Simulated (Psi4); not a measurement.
# BH3 (SMILES B) at PBE0/def2-SVP (sweep point 8)

Aim: the vertical singlet–triplet gap of BH3 at PBE0/def2-SVP (sweep point 8), from 2 runs. 

The results are computed with Psi4 1.11.

2 further runs of the same task are left out: 2 set aside as unsound or not needed.

## (1) Starting point

BH3 has 4 atoms, charge 0, and is taken as a singlet. SMILES: `B`. The coordinates come from a PBE0-D4/def2-TZVP relaxation.

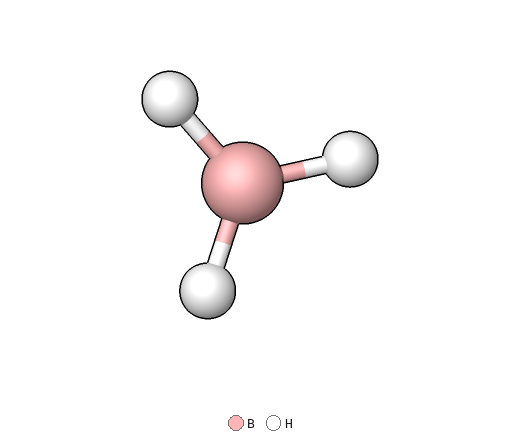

The structure, seen from a chosen angle (boron pink, hydrogen white).

## (2) A single-point energy at PBE0/def2-SVP (sweep point 8)

The input, bh3.dat:

```
memory 1600 MB

molecule geom {
  B      0.013900    -0.015100    -0.005100
  H      0.982200     0.381700     0.568800
  H     -0.276200    -1.171800     0.043000
  H     -0.664400     0.744900    -0.626900
  symmetry c1
}

set {
  basis                def2-SVP
  puream               true
  scf_type             pk
  dft_radial_points    99
  dft_spherical_points 590
}

energy("pbe0")
```

On the command line:

```console
$ psi4 bh3.dat bh3.out -n 1
```

bh3.out:

```text
[...]
  Running in c1 symmetry.
[...]
  Nuclear repulsion =    7.418838234776623
[...]
  Multiplicity = 1
[...]
  Nalpha       = 4
  Nbeta        = 4
[...]
    Number of basis functions: 29
[...]
   @RKS iter   1:   -26.50623962885034   -4.84110e-01   6.01532e-03 ADIIS/DIIS
[...]
   @RKS iter   5:   -26.53497769072808   -2.18543e-08   2.79368e-07 DIIS
[...]
    Orbital Energies [Eh]
    ---------------------
    Doubly Occupied:
       1A     -6.812989     2A     -0.525604     3A     -0.363005
       4A     -0.362996
[...]
  @RKS Final Energy:   -26.53497769072808
   => Energetics <=
    Nuclear Repulsion Energy =              7.4188382347766231
    One-Electron Energy =                 -49.0216574683428021
    Two-Electron Energy =                  18.9173274633823461
    DFT Exchange-Correlation Energy =      -3.8494859205442480
    Empirical Dispersion Energy =           0.0000000000000000
    VV10 Nonlocal Energy =                  0.0000000000000000
    Total Energy =                        -26.5349776907280805
[...]
 Multipole Moments:
 ------------------------------------------------------------------------------------
     Multipole            Electronic (a.u.)      Nuclear  (a.u.)        Total (a.u.)
 ------------------------------------------------------------------------------------
 L = 1.  Multiply by 2.5417464519 to convert [e a0] to [Debye]
 Dipole X            :          0.0001070           -0.0000804            0.0000266
 Dipole Y            :         -0.0000909            0.0000804           -0.0000105
 Dipole Z            :         -0.0002249            0.0001608           -0.0000641
 Magnitude           :                                                    0.0000702
[...]
```

Run time: 2.6 s. Hardware: 1 thread of AMD EPYC 9R45 (Zen 5), shared host; peak memory 0.41 GiB.

## (3) The triplet

The input, calc.in:

```
memory 1.6 GB

molecule molecule1 {
  0 3
  B      0.013900    -0.015100    -0.005100
  H      0.982200     0.381700     0.568800
  H     -0.276200    -1.171800     0.043000
  H     -0.664400     0.744900    -0.626900
  symmetry c1
}

set {
  reference uks
  puream true
  scf_type pk
  dft_radial_points 99
  dft_spherical_points 590
  maxiter 150
}

energy_value, wavefunction = energy('pbe0/def2-SVP', return_wfn=True)
```

On the command line:

```console
$ psi4 calc.in calc.out -n 1
```

calc.out:

```text
[...]
  Running in c1 symmetry.
[...]
  Nuclear repulsion =    7.418838234776623
[...]
  Multiplicity = 3
[...]
  Nalpha       = 5
  Nbeta        = 3
[...]
    Number of basis functions: 29
[...]
   @UKS iter   1:   -26.30178243594819   -2.79653e-01   7.88788e-03 DIIS/ADIIS
[...]
   @UKS iter  14:   -26.34834947510418   -2.53327e-08   2.75236e-07 DIIS
[...]
   @S^2 Observed:                2.004472312E+00
[...]
    Orbital Energies [Eh]
    ---------------------
    Alpha Occupied:
       1A     -6.803080     2A     -0.595309     3A     -0.446425
       4A     -0.386194     5A     -0.188546
    Alpha Virtual:
       6A      0.113973     7A      0.129048     8A      0.145308
       9A      0.180389    10A      0.238534    11A      0.262023
      12A      0.308942    13A      0.595095    14A      0.650199
      15A      0.656952    16A      0.863855    17A      0.910422
      18A      1.248090    19A      1.256742    20A      1.295253
      21A      1.385868    22A      1.594972    23A      1.795601
      24A      1.839146    25A      2.023254    26A      2.040792
[...]
  @UKS Final Energy:   -26.34834947510418
   => Energetics <=
    Nuclear Repulsion Energy =              7.4188382347766231
    One-Electron Energy =                 -48.7492569635992226
    Two-Electron Energy =                  18.7910509369852292
    DFT Exchange-Correlation Energy =      -3.8089816832668126
    Empirical Dispersion Energy =           0.0000000000000000
    VV10 Nonlocal Energy =                  0.0000000000000000
    Total Energy =                        -26.3483494751041825
[...]
 Multipole Moments:
 ------------------------------------------------------------------------------------
     Multipole            Electronic (a.u.)      Nuclear  (a.u.)        Total (a.u.)
 ------------------------------------------------------------------------------------
 L = 1.  Multiply by 2.5417464519 to convert [e a0] to [Debye]
 Dipole X            :          0.2813172           -0.0000804            0.2812368
 Dipole Y            :          0.1156241            0.0000804            0.1157045
 Dipole Z            :          0.1665281            0.0001608            0.1666888
 Magnitude           :                                                    0.3467951
[...]
```

Run time: 6 s. Hardware: 1 thread of AMD EPYC 9R45 (Zen 5), shared host; peak memory 0.41 GiB.

## (4) What came out

Level: PBE0/def2-SVP (sweep point 8).

```
                                        quantity         value
                           singlet: total energy  -26.53498 Eh
                          singlet: dipole moment        0.00 D
                            singlet: HOMO energy      -9.88 eV
                            singlet: LUMO energy      -1.87 eV
                          singlet: HOMO–LUMO gap       8.00 eV
                           triplet: total energy  -26.34835 Eh
                          triplet: dipole moment        0.88 D
     triplet: HOMO energy (highest over α and β)      -5.13 eV
                                   triplet: ⟨S²⟩         2.004
vertical energy of the triplet above the singlet      5.078 eV
```

In words: At this shape the triplet lies 5.08 eV (117 kcal/mol) above the singlet.
